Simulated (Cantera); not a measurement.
Charge: 1 mol Fe3O4, 35 mol H2, held at 550000 Pa.

Equilibrium computed with Cantera from the NASA thermochemical tables; the gas is ideal and each condensed phase is pure. Candidate condensed phases: Fe, FeO, Fe(OH)2, Fe(OH)3, Fe2O3, Fe3O4, H2O; 12 gas species. Rates play no part.

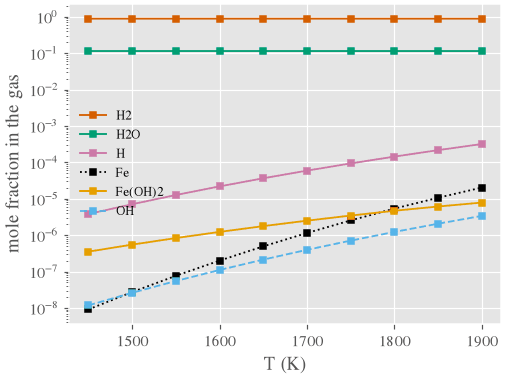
Figure. Equilibrium gas composition (values under 1e-9 drawn at 1e-9)

Read off the mole fractions at 1850 K.

H2 about 0.89, H2O about 0.11, H about 0.00022, Fe about 1.1e-5, Fe(OH)2 about 6.1e-6, OH about 2.1e-6.
